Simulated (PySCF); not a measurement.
# N2H4 (hydrazine) at PBE0/STO-3G

What is the vertical ionisation energy of N2H4 (hydrazine) at PBE0/STO-3G? The job is set up through a Python script.

Program for the calculation: PySCF 2.14.0.

5 further runs of the same task are left out: 5 set aside as unsound or not needed.

## 1. The molecule

N2H4 has 6 atoms, charge 0, and is taken as a singlet. As SMILES, `NN`. Geometry: relaxed at PBE0-D4/def2-TZVP. This is one conformer, not always the lowest.

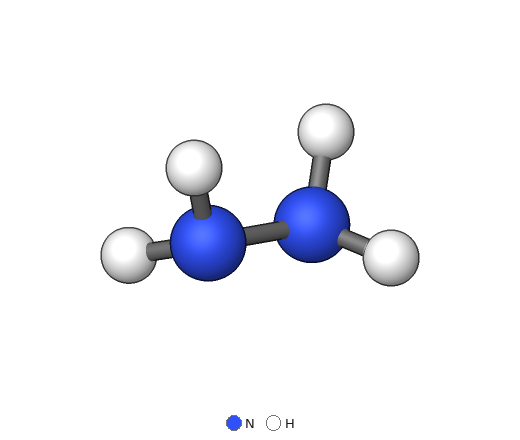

The structure, seen from a chosen angle (nitrogen blue, hydrogen white).

## 2. A single-point energy at PBE0/STO-3G

File run.py:

```python
from pyscf import gto, dft

molecule = gto.M(
    atom=[
    ('N', (-0.135100, -0.701700, 0.195900)),
    ('N', (0.447300, 0.583800, 0.089900)),
    ('H', (-1.076200, -0.737600, -0.180500)),
    ('H', (0.438700, -1.352200, -0.322700)),
    ('H', (0.103900, 1.104700, -0.709700)),
    ('H', (0.221500, 1.102900, 0.927100)),
],
    max_memory=1860,
    verbose=4,
    basis='sto-3g',
    charge=0,
)

calc0 = dft.RKS(molecule, xc='pbe0')
calc0.conv_tol = 1e-10
calc0.grids.level = 5
calc0.kernel()
if not calc0.converged:
    calc0 = calc0.newton().run(calc0.mo_coeff, calc0.mo_occ)

e_tot = calc0.e_tot
print('Final energy', e_tot)
```

Started as:

```sh
$ OMP_NUM_THREADS=1 python run.py
```

Log:

```text
PySCF version 2.14.0

[INPUT] num. atoms = 6
[INPUT] num. electrons = 18
[INPUT] charge = 0
[INPUT] spin (= nelec alpha-beta = 2S) = 0
[INPUT] symmetry False subgroup None
[INPUT] Mole.unit = angstrom
[INPUT] Symbol           X                Y                Z      unit          X                Y                Z       unit  Magmom
[INPUT]  1 N     -0.135100000000  -0.701700000000   0.195900000000 AA   -0.255301999429  -1.326020821607   0.370197347802 Bohr   0.0
[INPUT]  2 N      0.447300000000   0.583800000000   0.089900000000 AA    0.845274495518   1.103222111521   0.169886378598 Bohr   0.0
[INPUT]  3 H     -1.076200000000  -0.737600000000  -0.180500000000 AA   -2.033723255257  -1.393861989479  -0.341095565484 Bohr   0.0
[INPUT]  4 H      0.438700000000  -1.352200000000  -0.322700000000 AA    0.829022850847  -2.555287665637  -0.609814620397 Bohr   0.0
[INPUT]  5 H      0.103900000000   1.104700000000  -0.709700000000 AA    0.196342544342   2.087580449807  -1.341138630604 Bohr   0.0
[INPUT]  6 H      0.221500000000   1.102900000000   0.927100000000 AA    0.418574336591   2.084178942783   1.751965090084 Bohr   0.0

nuclear repulsion = 41.8337110360392
number of shells = 10
number of NR pGTOs = 42
number of NR cGTOs = 14
basis = sto-3g
ecp = {}

******** <class 'pyscf.dft.rks.RKS'> ********
method = RKS
initial guess = minao
damping factor = 0
level_shift factor = 0
DIIS = <class 'pyscf.scf.diis.CDIIS'>
diis_start_cycle = 1
diis_space = 8
diis_damp = 0
SCF conv_tol = 1e-10
SCF conv_tol_grad = None
SCF max_cycles = 50
direct_scf = True
direct_scf_tol = 1e-13
XC library pyscf.dft.libxc version 7.0.0
    S. Lehtola, C. Steigemann, M. J.T. Oliveira, and M. A.L. Marques.,  SoftwareX 7, 1–5 (2018)
XC functionals = pbe0
radial grids:
    Treutler-Ahlrichs [JCP 102, 346 (1995); DOI:10.1063/1.469408] (M4) radial grids

becke partition: Becke, JCP 88, 2547 (1988); DOI:10.1063/1.454033
pruning grids: <function nwchem_prune>
grids dens level: 5
symmetrized grids: False
atomic radii adjust function: <function treutler_atomic_radii_adjust>
small_rho_cutoff = 0
Set gradient conv threshold to 1e-05
Initial guess from minao.
tot grids = 178392
init E= -110.436028704102
  HOMO = -0.242085222406838  LUMO = 0.249424528166851  gap/eV = 13.37466
cycle= 1 E= -110.227192408765  delta_E= 0.209  |g|= 0.294  |ddm|= 2.91
  HOMO = -0.0847911050515021  LUMO = 0.417980085301928  gap/eV = 13.68110
cycle= 2 E= -110.24792854963  delta_E= -0.0207  |g|= 0.179  |ddm|= 0.698
  HOMO = -0.151896288613468  LUMO = 0.365648230356537  gap/eV = 14.08310
cycle= 3 E= -110.258406918328  delta_E= -0.0105  |g|= 0.0055  |ddm|= 0.261
  HOMO = -0.151812247340452  LUMO = 0.368932007461561  gap/eV = 14.17017
cycle= 4 E= -110.258417333905  delta_E= -1.04e-05  |g|= 0.000361  |ddm|= 0.0097
  HOMO = -0.151856434064504  LUMO = 0.368962439955175  gap/eV = 14.17220
cycle= 5 E= -110.258417422134  delta_E= -8.82e-08  |g|= 4.83e-05  |ddm|= 0.00146
  HOMO = -0.151850548488403  LUMO = 0.368980414456699  gap/eV = 14.17253
cycle= 6 E= -110.258417423327  delta_E= -1.19e-09  |g|= 3.63e-06  |ddm|= 0.00015
  HOMO = -0.151850026867117  LUMO = 0.368981059872654  gap/eV = 14.17254
cycle= 7 E= -110.258417423333  delta_E= -6.22e-12  |g|= 2.23e-07  |ddm|= 9.21e-06
  HOMO = -0.151850004256979  LUMO = 0.368981076322664  gap/eV = 14.17254
Extra cycle  E= -110.258417423334  delta_E= -1.14e-13  |g|= 1.45e-07  |ddm|= 5.31e-07
converged SCF energy = -110.258417423334
Final energy -110.25841742333353
```

It took 2 s on 1 thread of Arm Neoverse V1, shared host; peak memory 0.18 GiB.

## 3. The doublet cation

File calc.py:

```python
from pyscf import gto, dft

molecule = gto.Mole()
molecule.atom = [
    ('N', (-0.135100, -0.701700, 0.195900)),
    ('N', (0.447300, 0.583800, 0.089900)),
    ('H', (-1.076200, -0.737600, -0.180500)),
    ('H', (0.438700, -1.352200, -0.322700)),
    ('H', (0.103900, 1.104700, -0.709700)),
    ('H', (0.221500, 1.102900, 0.927100)),
]
molecule.charge = 1
molecule.basis = 'sto-3g'
molecule.verbose = 3
molecule.spin = 1
molecule.max_memory = 1860
molecule.build()

myscf = dft.UKS(molecule)
myscf.xc = 'pbe0'
myscf.grids.level = 5
myscf.conv_tol = 1e-10
myscf.kernel()
if not myscf.converged:
    myscf = myscf.newton().run(myscf.mo_coeff, myscf.mo_occ)

etot = myscf.e_tot
print('E = %.10f Eh' % etot)
```

Started as:

```sh
$ OMP_NUM_THREADS=1 python calc.py
```

Log:

```text
converged SCF energy = -109.968648689862  <S^2> = 0.75270543  2S+1 = 2.0027036
E = -109.9686486899 Eh
```

Run time: 3.6 s. Hardware: 1 thread of Arm Neoverse V1, shared host; peak memory 0.18 GiB.

## 4. Outcome

Level: PBE0/STO-3G.

```
                                          quantity          value
                        singlet N2H4: total energy  -110.25842 Eh
                       singlet N2H4: dipole moment         2.11 D
                         singlet N2H4: HOMO energy       -4.13 eV
                         singlet N2H4: LUMO energy       10.04 eV
                       singlet N2H4: HOMO–LUMO gap       14.17 eV
                      doublet cation: total energy  -109.96865 Eh
doublet cation: HOMO energy (highest over α and β)      -14.08 eV
 doublet cation: LUMO energy (lowest over α and β)      -11.59 eV
                              doublet cation: ⟨S²⟩          0.753
vertical ionisation energy (to the doublet cation)       7.885 eV
```

The vertical ionisation energy comes to 7.89 eV (182 kcal/mol). −ε(HOMO) before ionisation, 4.13 eV, is 3.75 eV below this ionisation energy. In a minimal basis such a difference can be off by several eV, whatever the method.
